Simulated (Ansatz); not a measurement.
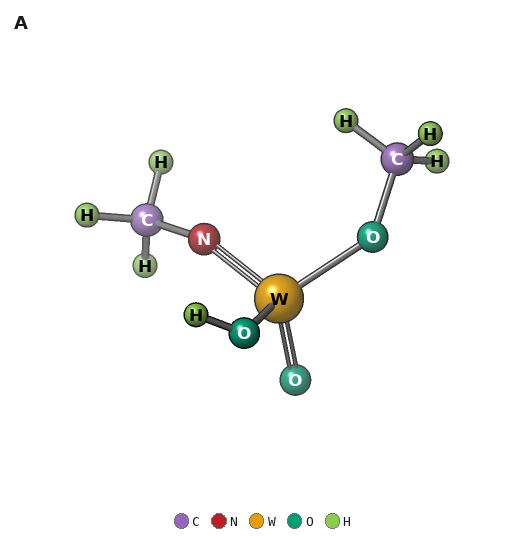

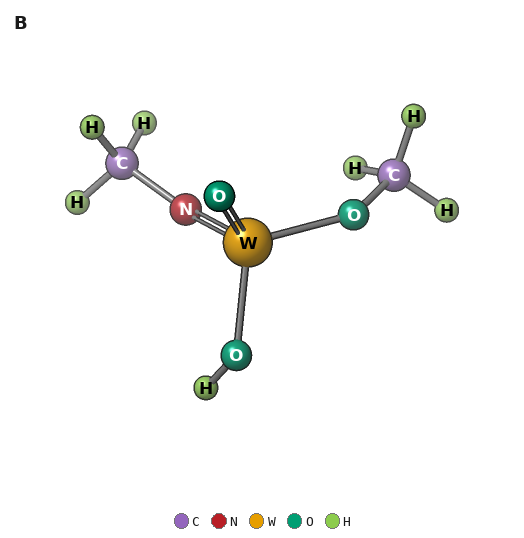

Depth is shown by fading: the farther an atom, the more it takes the colour of the background. The species is neutral and a spin singlet. The computed structure is the end point of a PBE0-D4/def2-TZVP optimisation.

**How are A and B related: the same structure turned, mirror images, conformers, diastereomers or constitutional isomers?**

They are enantiomers, mirror images that no rotation superimposes: A is C[N]=[W@](=[O])([OH])[O]C (), B is C[N]=[W@@](=[O])([OH])[O]C (). Their energies are equal.
